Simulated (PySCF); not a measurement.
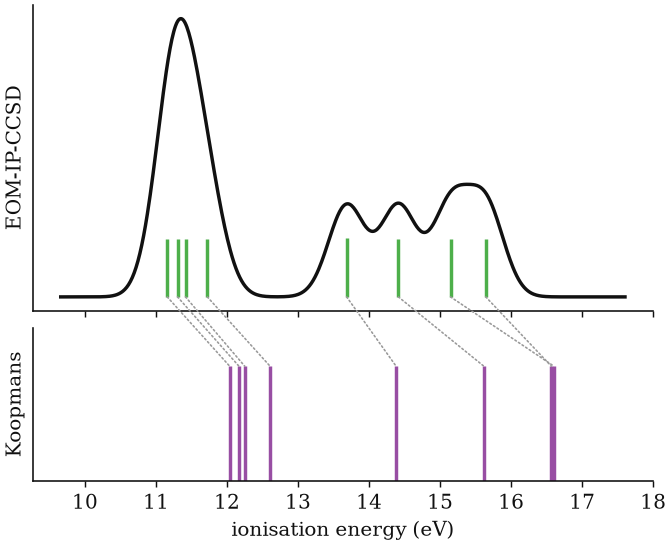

Valence photoelectron lines of C₂H₄Cl₂ (1,2-dichloroethane), SMILES ClCCCl: vertical EOM-IP-CCSD/aug-cc-pVDZ (frozen core, PySCF, at a PBE0-D3(BJ)/def2-SVP geometry (no frequency check); 8 lines, one for each of the 8 highest orbitals, so a line of a deeper orbital can be missing among them) above, Hartree-Fock orbital energies with the sign turned below, non-relativistic; dotted lines join each line to its leading orbital. Stick heights are one-hole weights (summed over degenerate lines), not cross-sections; Gaussian width 0.60 eV.

What is the first vertical ionisation energy, and how far is Koopmans' value off?

11.16 eV from the HOMO; Koopmans gives 12.04 eV, 0.88 eV too high.

Do correlation and relaxation change the order of the lines?

Yes: in order of rising energy the holes are HOMO, HOMO−1, HOMO−2, HOMO−3, HOMO−4, HOMO−5, HOMO−7, HOMO−6.

Caveats: small basis, so the lines can lie some tenths of an eV too low; one conformer of a flexible molecule.
